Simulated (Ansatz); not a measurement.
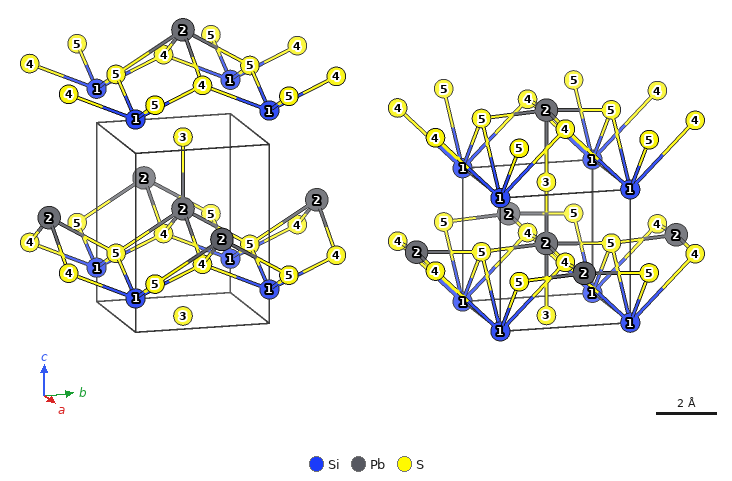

Two geometries of solid SiPbS3 (built on the tetragonal perovskite type) (coarse preliminary run), drawn at one scale. One is the start of a relaxation, the other its converged end. Style: ball-and-stick. Shown: the cell of the calculation, slightly off an axis.

Level of theory: DFT PBE, scalar-relativistic, plane waves, PAW in Ansatz. (plane-wave cutoff 420 eV; k-point mesh 4 × 4 × 4; occupations gaussian; smearing width 0.1 eV; no spin polarisation; cell and atoms relaxed; force threshold 0.04 eV/Å; at most 70 steps)

Question: Which one is relaxed?

Answer: The left one is the relaxed one. Case: tetragonal perovskite type (P4mm, No. 99). The atom that moves furthest relative to the cell is Si1 (1.16 Å along +c). By element the largest moves are Si 1.16 Å, S 0.80 Å, Pb 0.40 Å. The volume changes by +42.5 %, with a = b 4.521 → 4.659 Å (+3.1 %), c 4.578 → 6.144 Å (+34.2 %). Near-neighbour distances that change, for instance: Pb2–S3 2.472 → 3.684 Å, Si1–S4 3.169 → 2.543 Å, Pb2–S4 2.265 → 2.707 Å, Pb2–S3 (another image) 2.106 → 2.460 Å. Bonds break, among them: Pb2–S3 (2.47 → 3.68 Å). Among the angles between lasting bonds that change: S4–Pb2–S4 173.0° → 118.7°, Pb2–S4–Pb2 173.0° → 118.7°, S3–Pb2–S4 93.5° → 120.6°. The space group stays P4mm (No. 99). Over 14 accepted moves (17 points after the start) the energy falls by 7.260 eV per cell of the calculation. The largest force component goes from 7.3 to 0.013 eV/Å. The pressure goes from 40.31 to 0.05 GPa. The line search rejected the trial step at point 11 of the run. The SCF was repeated twice at an unchanged geometry on a basis and grid sized afresh for the cell, which shifted the energy by 91.0 meV per cell of the calculation at most.
